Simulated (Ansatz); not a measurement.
**FH7N2SSi2: taking an electron away**

How much energy removes an electron from FH7N2SSi2 at fixed geometry? The cation is run at each level and the neutral's energy taken from earlier runs.

Method: unrestricted cation, the program's frozen cores in correlated methods; program: Ansatz 0.2.0, Gaussian basis.

Levels to be run: UKS PBE-D4/def2-TZVPP; UKS r2SCAN-D4/def2-TZVPP; UKS PBE0-D4/def2-TZVPP; UKS B3LYP-D4/def2-TZVPP; UKS wB97X-V/def2-TZVPP; UKS wB97M-V/def2-TZVPP; UKS B2PLYP/def2-TZVPP; UHF-CCSD(T)/def2-TZVPP; UHF-MP2/def2-QZVPP; extrapolation to the limit; then −ε(HOMO) from the neutral's earlier runs with LDA (SPW92), PBE-D4, revPBE-D4, BLYP-D4, r2SCAN-D4, B97M-V, PBE0-D4, B3LYP-D4, r2SCANh-D4, r2SCAN0-D4, HSE06-D4, BHLYP-D4, CAM-B3LYP-D4, LC-ωPBE, ωB97X-V, ωB97M-V.

**1. The relaxed structure**

An earlier PBE0-D4 in a triple-zeta def2 set relaxation fixed the geometry.

SMILES `N[SiH2]S[SiH](N)F`, 13 atoms, charge 0, spin multiplicity 1.

Atoms are counted from 1 here; the program's logs count them from 0.

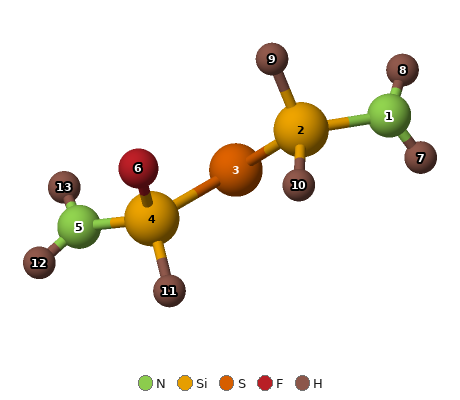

The geometry (nitrogen green, silicon amber, sulfur orange, fluorine red, hydrogen brown); atoms are numbered from 1 in the order of the file.

**2. Cation, UKS PBE-D4/def2-TZVPP**

in.yaml reads:

```yaml
crystal:
  periodic: [false, false, false]
  atoms:
    - {symbol: N, position_ang: [-2.577516, -1.739418, 0.525756]}
    - {symbol: Si, position_ang: [-1.554701, -0.548891, -0.149047]}
    - {symbol: S, position_ang: [0.205963, -0.216248, 1.065000]}
    - {symbol: Si, position_ang: [1.465033, 0.611960, -0.416546]}
    - {symbol: N, position_ang: [2.680970, 1.472706, 0.380583]}
    - {symbol: F, position_ang: [0.537707, 1.503388, -1.379042]}
    - {symbol: H, position_ang: [-2.263052, -2.692510, 0.613309]}
    - {symbol: H, position_ang: [-3.198943, -1.492465, 1.279028]}
    - {symbol: H, position_ang: [-2.337732, 0.704023, -0.229299]}
    - {symbol: H, position_ang: [-1.089689, -0.998893, -1.482540]}
    - {symbol: H, position_ang: [2.097160, -0.376021, -1.314490]}
    - {symbol: H, position_ang: [3.560298, 1.685258, -0.059371]}
    - {symbol: H, position_ang: [2.494800, 2.052312, 1.181361]}
basis:
  gaussian: {orbitals: def2-TZVPP}
total_charge: 1
magnetization: {spin_polarized: true, initial_magnetization: 1}
hamiltonian: {xc: pbe, dispersion: d4}
```

Command:

```console
$ ansatz run in.yaml --threads 2 --pin off --events-out ev --progress --plain --max-ram 20480MiB --backend cuda --devices 0, --max-vram 18GiB
```

Further steps of the session: Cation, UKS r2SCAN-D4/def2-TZVPP; Cation, UKS PBE0-D4/def2-TZVPP; Cation, UKS B3LYP-D4/def2-TZVPP; Cation, UKS wB97X-V/def2-TZVPP; Cation, UKS wB97M-V/def2-TZVPP; Cation, UKS B2PLYP (frozen core)/def2-TZVPP; Cation, UHF-CCSD(T)/def2-TZVPP; Cation, UHF-MP2/def2-QZVPP.

**Question.** What will the summary of the whole plan be? Wanted: ionisation energy, CCSD(T)/CBS; nearest functional by difference; nearest −ε(HOMO); −ε(HOMO) of PBE; T1 of the cation.

**Answer**, as computed:

| quantity | value |
| --- | --- |
| ionisation energy, CCSD(T)/CBS | 9.68 eV |
| nearest functional by difference | ωB97X-V (-0.18 eV) |
| nearest −ε(HOMO) | ωB97X-V (+0.01 eV) |
| −ε(HOMO) of PBE | 6.10 eV |
| T1 of the cation | 0.020 |

By cation minus neutral, the functionals miss by 0.87 eV at most. −ε(HOMO) of PBE misses by 3.6 eV, since self-interaction lifts the level. Among orbital estimates ωB97X-V comes nearest. Hartree-Fock falls 1.14 eV short, as the neutral has more correlation energy than the cation.
